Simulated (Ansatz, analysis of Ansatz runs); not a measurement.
**Does the charge change how S moves in Y4S3N2 (C2/m)?**

Aim: compare the barrier of one jump in Y4S3N2 (C2/m) across charge states. The case: V_S hop (3.8 Å), in a cell of 54 host atoms with 1 S taken out.

Method: migration barriers of one hop by charge state from climbing-image bands, PBEsol; no image-charge correction, which largely cancels along a path, in analysis of Ansatz runs 0.2.0.

## 1. The starting structure

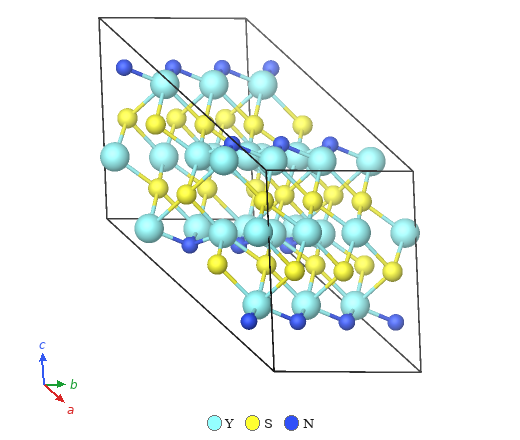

The starting structure, seen slightly off an axis (yttrium teal, sulfur yellow, nitrogen blue). Some periodic images of atoms are drawn too.

The cell holds 53 atoms: 24 Y, 17 S and 12 N. Its edges and angles: a = 12.778 Å, b = 11.374 Å, c = 9.763 Å, α = 90.0°, β = 128.5°, γ = 90.0°. It derives from Y4S3N2 (space group C2/m). Nearest the centre at fractional (0.500, 0.667, 0.000): S45 at 1.90 Å, Y40 at 2.02 Å, Y43 at 2.02 Å, N52 at 2.78 Å, N51 at 2.78 Å, S49 at 3.29 Å, S46 at 3.29 Å, Y22 at 3.42 Å.

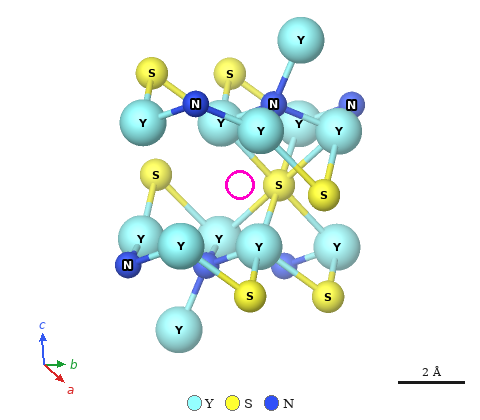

The atoms within 5 Å of the centre. A ring marks the centre wherever it is empty.

Structure file:

```xyz
53
Lattice="12.7781 0.0000 -0.0248 0.0000 11.3745 0.0000 -6.0606 0.0000 7.6537" Properties=species:S:1:pos:R:3 pbc="T T T"
Y    -0.6153    1.8957    4.9602
Y     5.7738    0.0000    4.9478
Y     0.9438    0.0000    2.6811
Y     7.3328    1.8957    2.6687
Y     4.6955    0.0000    1.0893
Y    11.0845    1.8957    1.0769
Y    -4.3670    1.8957    6.5520
Y     2.0220    0.0000    6.5396
S     0.0000    0.0000    0.0000
S     6.3891    1.8957   -0.0124
S    -2.5264    0.0000    5.9982
S     3.8626    1.8957    5.9858
S     2.8549    1.8957    1.6431
S     9.2440    0.0000    1.6307
N    -0.3467    1.8957    2.7567
N     6.0423    0.0000    2.7443
N     0.6752    0.0000    4.8846
N     7.0643    1.8957    4.8722
Y    -0.6153    5.6872    4.9602
Y     5.7738    3.7915    4.9478
Y     0.9438    3.7915    2.6811
Y     7.3328    5.6872    2.6687
Y     4.6955    3.7915    1.0893
Y    11.0845    5.6872    1.0769
Y    -4.3670    5.6872    6.5520
Y     2.0220    3.7915    6.5396
S     0.0000    3.7915    0.0000
S    -2.5264    3.7915    5.9982
S     3.8626    5.6872    5.9858
S     2.8549    5.6872    1.6431
S     9.2440    3.7915    1.6307
N    -0.3467    5.6872    2.7567
N     6.0423    3.7915    2.7443
N     0.6752    3.7915    4.8846
N     7.0643    5.6872    4.8722
Y    -0.6153    9.4787    4.9602
Y     5.7738    7.5830    4.9478
Y     0.9438    7.5830    2.6811
Y     7.3328    9.4787    2.6687
Y     4.6955    7.5830    1.0893
Y    11.0845    9.4787    1.0769
Y    -4.3670    9.4787    6.5520
Y     2.0220    7.5830    6.5396
S     0.0000    7.5830    0.0000
S     6.3891    9.4787   -0.0124
S    -2.5264    7.5830    5.9982
S     3.8626    9.4787    5.9858
S     2.8549    9.4787    1.6431
S     9.2440    7.5830    1.6307
N    -0.3467    9.4787    2.7567
N     6.0423    7.5830    2.7443
N     0.6752    7.5830    4.8846
N     7.0643    9.4787    4.8722
```

The cell's shortest repeat is 9.8 Å.

## 2. The bands

Climbing-image bands with Ansatz at one point at (¼, ¼, ¼), on 1 × NVIDIA GB200 with 32 threads of Arm Neoverse V2, shared host:

| charge | moment (μB) | images | iterations | energies along the band (eV) | time |
| --- | --- | --- | --- | --- | --- |
| +2 | 0 | 5 | 15 | 0.00, 0.63, 2.02, 2.78, 2.02, 0.62, 0.00 | 24 s |
| 0 | 0 | 5 | 6 | 0.00, 0.81, 2.74, 4.00, 2.74, 0.81, 0.00 | 12 s |

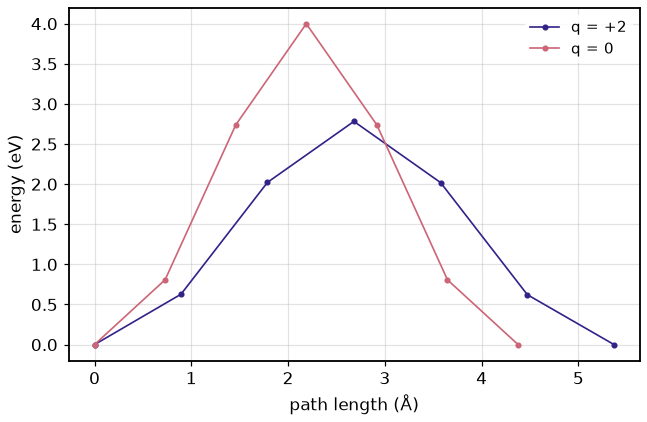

Energy along the path, by charge.

## 3. Barriers and rates

Arrhenius rates with an assumed prefactor of 1e13 per second. Hop rate against temperature:

| temperature (K) | charge +2 (1/s) | charge +0 (1/s) |
| --- | --- | --- |
| 200 | 8.1e-58 | 1.7e-88 |
| 300 | 1.9e-34 | 6.6e-55 |
| 400 | 9.0e-23 | 4.1e-38 |
| 600 | 4.3e-11 | 2.6e-21 |
| 800 | 3.0e-5 | 6.4e-13 |
| 1000 | 0.0958 | 7.0e-8 |

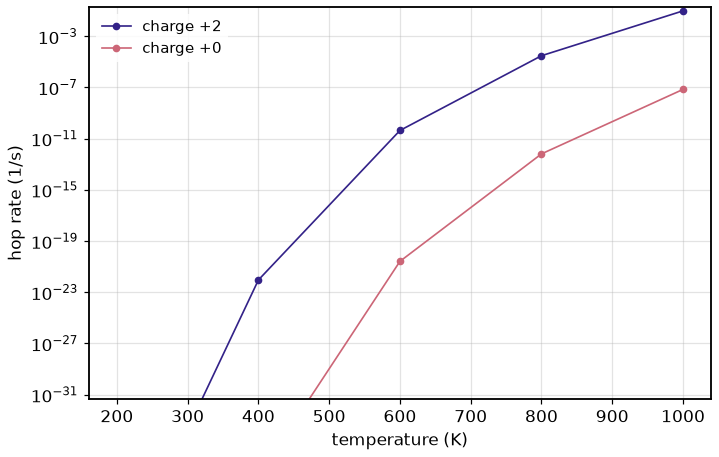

Hop rate against temperature.

## 4. Results

| Property | Result |
| --- | --- |
| barrier at charge plus 2 | 2.78 eV |
| barrier at charge 0 | 4.00 eV |

The barrier is lowest at charge +2 (2.78 eV) and highest at 0 (4.00 eV). No image-charge correction is applied. The order of the top as a saddle was not checked for all atoms, so a bent path could be lower. What this leaves open: one k-point off the zone centre stands for the whole zone.

[Logs are printed without paths, hosts, clocks, repeated set-up lines and the standing remarks that a program may print on its own settings, such as how far it seeks lower states.]

[Hosts, paths, dates, database ids (printed as entryN), source tags and the programs' standing remarks are cut or masked in the printed files.]
